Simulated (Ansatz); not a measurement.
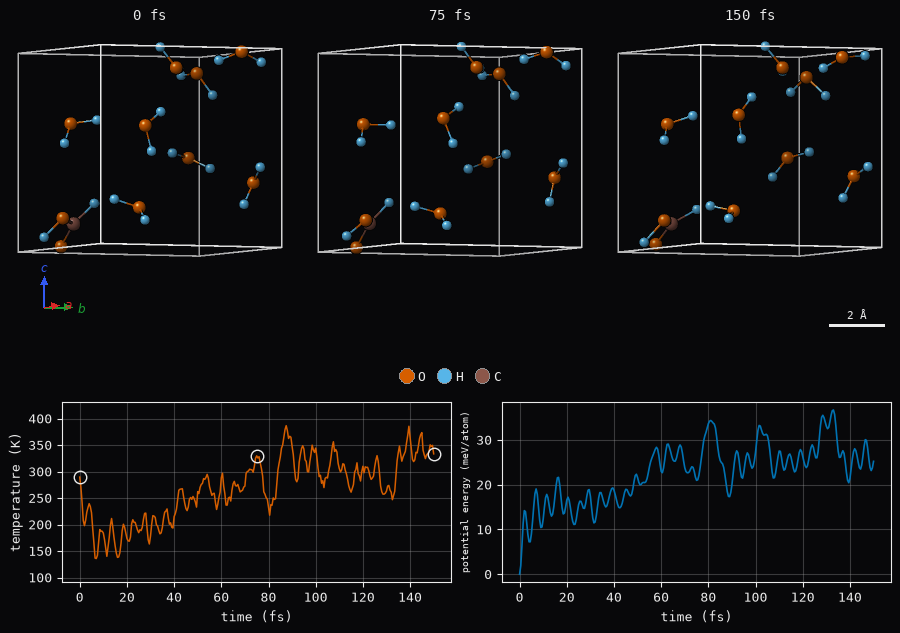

First-principles dynamics of a periodic cell with 8 H2O + 1 HCOOH at 0.802 g/cm³, 150 fs long. Frames and the history of the run. The picture is a ball-and-stick view of the simulation cell, seen from a free direction.

All numbers below come from DFT PBE, scalar-relativistic, plane waves, PAW (Ansatz). Run with plane-wave cutoff 420 eV; k-point mesh 1 × 1 × 1; Fermi-Dirac smearing 0.02 eV; Langevin thermostat (NVT); set temperature 300 K; time step 0.5 fs; friction 0.02 per fs.

Input
```yaml
crystal:
  lattice:
    - [7.330417, 0.0, 0.0]
    - [0.0, 7.330417, 0.0]
    - [0.0, 0.0, 7.330417]
  atoms:
    - { symbol: O, position: [0.67679487, 0.56352102, 0.91028833] }
    - { symbol: H, position: [0.56076546, 0.63071964, 0.91456139] }
    - { symbol: H, position: [0.67638928, 0.47591682, 1.01254784] }
    - { symbol: O, position: [0.96996689, 0.79183691, 0.98223838] }
    - { symbol: H, position: [0.94426333, 0.91193323, 0.93253989] }
    - { symbol: H, position: [0.86734933, 0.71233242, 0.9417823] }
    - { symbol: O, position: [0.81662497, 0.92654687, 0.33258049] }
    - { symbol: H, position: [0.92817234, 0.91364939, 0.40516626] }
    - { symbol: H, position: [0.84991077, 0.8599665, 0.22087394] }
    - { symbol: O, position: [0.78025377, 0.31303007, 0.19755664] }
    - { symbol: H, position: [0.89464976, 0.29196402, 0.12912727] }
    - { symbol: H, position: [0.74998903, 0.18853312, 0.23774291] }
    - { symbol: O, position: [0.82235305, 0.32685561, 0.6082258] }
    - { symbol: H, position: [0.78104071, 0.43092772, 0.68109588] }
    - { symbol: H, position: [0.81465082, 0.36472935, 0.48005616] }
    - { symbol: O, position: [0.18074211, 0.85776945, 0.48256169] }
    - { symbol: H, position: [0.24272296, 0.7407661, 0.50322964] }
    - { symbol: H, position: [0.27445821, 0.93523133, 0.42770871] }
    - { symbol: O, position: [0.3592367, 0.82283063, 0.90027004] }
    - { symbol: H, position: [0.39119354, 0.89550111, 0.79076765] }
    - { symbol: H, position: [0.22680917, 0.79625583, 0.89460881] }
    - { symbol: O, position: [0.5619986, 0.0329007, 0.62299855] }
    - { symbol: H, position: [0.64244473, 0.14206657, 0.63923836] }
    - { symbol: H, position: [0.62193735, -0.02782009, 0.52026361] }
    - { symbol: O, position: [0.36573221, 0.07927356, 0.15664057] }
    - { symbol: C, position: [0.23224589, 0.19994047, 0.13617814] }
    - { symbol: O, position: [0.10570068, 0.18877566, 0.02816624] }
    - { symbol: H, position: [0.35667349, -0.01956766, 0.0588328] }
    - { symbol: H, position: [0.24174477, 0.30978866, 0.24113351] }
basis:
  ecutwfc: 420.0
kpoints:
  mp_grid: { grid: [1, 1, 1] }
hamiltonian:
  xc: pbe
scf:
  occupations: { method: fermi_dirac, width: 0.02 }
  lower_state_search: "off"
md:
  timestep: 0.5
  n_steps: 300
  ensemble: nvt_langevin
  temperature: 300.0
  initial_velocities: maxwell_boltzmann
  seed: 76397
  friction: 0.02
```

Command:
```bash
ansatz run input.yaml --threads 1 --pin off --max-ram 3072MiB --backend cpu --events-out ev --progress --plain --runs-dir out
```

### Describe the run.

In the second half of the run the atoms are, in the root-mean-square, this far from where they began (common drift taken out): H 0.47 Å, O 0.28 Å, C 0.20 Å. The heavy atoms stay within a fraction of a molecule's size of their starting places; so short a run doesn't tell a liquid from a solid. The mean temperature in the second half is 310 K (standard deviation 36 K). The potential energy in the second half lies on average 27.0 meV per atom above the first frame.

Limits of the set-up: the periodic images lie only 7.3 Å apart, so the values are limited by the cell's size.
